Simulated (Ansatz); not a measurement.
# CH6AlFSSi: the cost of one run

Method: functionals in def2-TZVPP, the program's frozen cores in correlated methods; program: Ansatz 0.2.0, Gaussian basis.

Levels to be run: PBE-D4, r2SCAN-D4, PBE0-D4, B3LYP-D4, ωB97X-V, ωB97M-V, B2PLYP; CCSD(T)/def2-TZVPP; MP2/def2-QZVPP; extrapolation to the limit.

## Step 1: The geometry

All runs share one geometry, relaxed beforehand with PBE0-D4 in a triple-zeta def2 set.

SMILES `F[CH](S)[AlH][SiH3]`, 11 atoms, charge 0, spin multiplicity 1.

Atoms are counted from 1 here; the program's logs count them from 0.

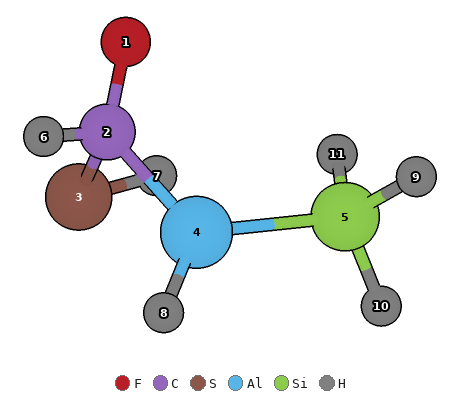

The geometry (fluorine red, carbon purple, sulfur brown, aluminium blue, silicon green, hydrogen grey); atoms are numbered from 1 in the order of the file.

## Step 2: PBE-D4 (GGA)

in.yaml

```yaml
crystal:
  periodic: [false, false, false]
  atoms:
    - {symbol: F, position_ang: [1.366362, -0.218830, 2.107791]}
    - {symbol: C, position_ang: [0.046693, -0.400094, 1.806498]}
    - {symbol: S, position_ang: [-0.847149, 1.215247, 1.625293]}
    - {symbol: Al, position_ang: [-0.738443, -0.769122, 0.033185]}
    - {symbol: Si, position_ang: [0.487369, 0.069890, -1.912463]}
    - {symbol: H, position_ang: [-0.457854, -0.860218, 2.661935]}
    - {symbol: H, position_ang: [-0.026576, 1.718235, 0.681199]}
    - {symbol: H, position_ang: [-2.080294, -1.612392, 0.043906]}
    - {symbol: H, position_ang: [1.374570, -0.970923, -2.506217]}
    - {symbol: H, position_ang: [-0.417515, 0.550987, -2.994831]}
    - {symbol: H, position_ang: [1.358235, 1.220421, -1.525694]}
basis:
  gaussian: {orbitals: def2-TZVPP}
hamiltonian: {xc: pbe, dispersion: d4}
output: {forces: true, orbitals: {seedname: orbitals}}
```

On the command line:

```
$ ansatz run in.yaml --threads 4 --pin off --events-out ev --progress --plain --max-ram 10444MiB
```

Q: Estimate wall time and peak memory on 4 threads of Arm Neoverse V2, shared host.

About 3.3 s, with a peak of 0.41 GiB.
